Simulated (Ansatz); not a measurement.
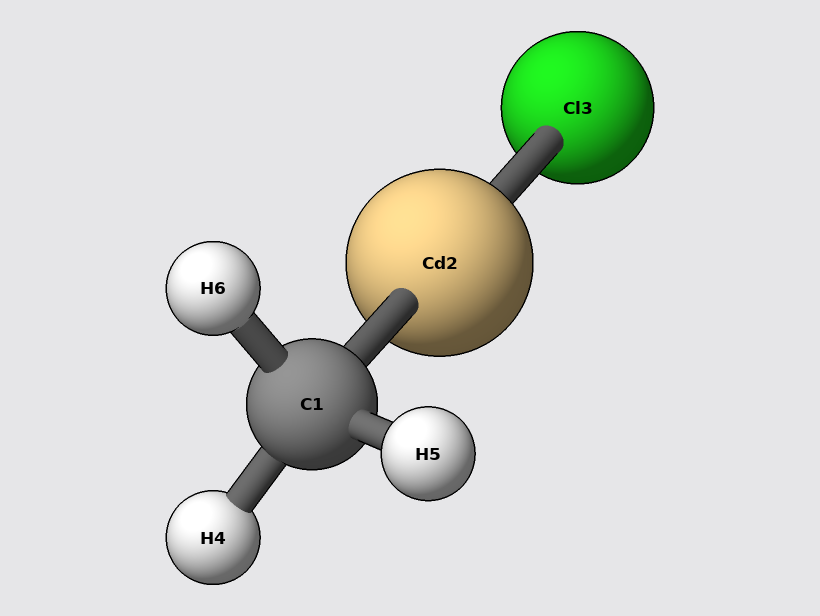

The questions are on Mulliken charges. Geometry: relaxed with PBE0-D4/def2-TZVP with one coordinate held away from its value at the minimum. Level of theory: RKS PBE0-D4/def2-TZVP, core potentials on Cd (Ansatz 0.2.0).

> Which atom carries the highest charge (most positive or least negative)?

Cd2 (0.70 e).

> And the lowest?

C1 (−0.67 e).

Give the Mulliken charges atom by atom.

| atom | value (e) |
| --- | --- |
| C1 | −0.67 |
| Cd2 | 0.70 |
| Cl3 | −0.46 |
| H4 | 0.14 |
| H5 | 0.15 |
| H6 | 0.14 |

Mulliken values depend strongly on the basis set and can even reverse the polarity of a bond.
